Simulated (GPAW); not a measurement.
The B K edge of atom 5 in YCo3B2 (P6/mmm), with 6 Co at 2.10 Å (distorted trigonal prismatic, site symmetry -6m2), was computed in 2 ways: excited-electron core hole (neutral cell) and no core hole. Program and functional: GPAW, LDA, Gaussian full width 0.9 eV up to 4 eV, rising linearly to 3.5 eV at 25 eV; cells of 6 and 18 atoms (the run without a hole in the smaller).

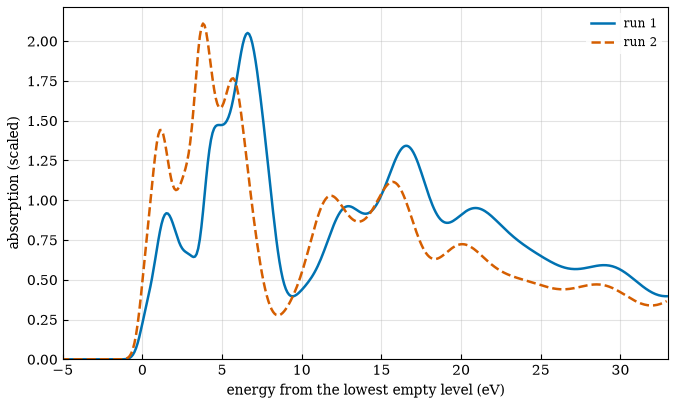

Each run is counted from its own lowest empty level or Fermi level and scaled to a mean of 1 over its first 20 eV.

Which run is which?

Run 1: no core hole (area from −2 to 6 eV 5.9, main maxima 1.5 eV (0.92), 6.6 eV (2.05), 12.9 eV (0.96), 16.6 eV (1.34) and 20.9 eV (0.95)). Run 2: excited-electron core hole (neutral cell) (area from −2 to 6 eV 8.9, main maxima 1.2 eV (1.44), 3.8 eV (2.11), 5.7 eV (1.77) and 15.7 eV (1.12)). With each curve scaled to its own mean, the area from −2 to 6 eV with the hole is 8.9 against 5.9, and the centre of weight from −1 to 20 eV moves by -1.3 eV: the hole pulls the absorber's empty states down.

[Hosts, paths, dates, database ids (printed as entryN), source tags and the programs' standing remarks are cut or masked in the printed files.]

[Lists of maxima count a maximum above −3 eV only where it reaches 4 % of the highest in the window and stands out from its surroundings by 2 % of it (1.5 % where it reaches 55 %); shoulders and weaker maxima are passed over, and of the rest the first, up to two pre-edge ones and the few strongest are named.]
